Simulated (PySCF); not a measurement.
Vertical excitations of a molecule C4H7BO2 from TDA-CAM-B3LYP/def2-SVPD run with PySCF, as energy in eV (oscillator strength): 5.04 (0.001), 6.43 (0.008), 6.67 (0.001), 7.07 (0.011), 7.15 (0.638), 7.53 (0.276). Lowest triplet (TDA): 4.31 eV. Coordinates come from a B3LYP-D3(BJ)/def2-SVP optimisation. The values are those of a single conformer.

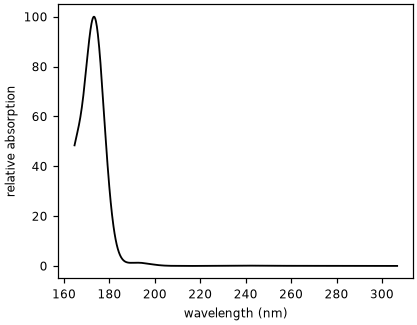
*The lines broadened by 0.4 eV.*

Task: Pick the molecule that these values belong to.
(A) C#CCOB(C)O
(B) O=C1CCB1CO
(C) CB1OC[C@H]1C=O
(D) C=C=COB(C)O

Result: D, C=C=COB(C)O
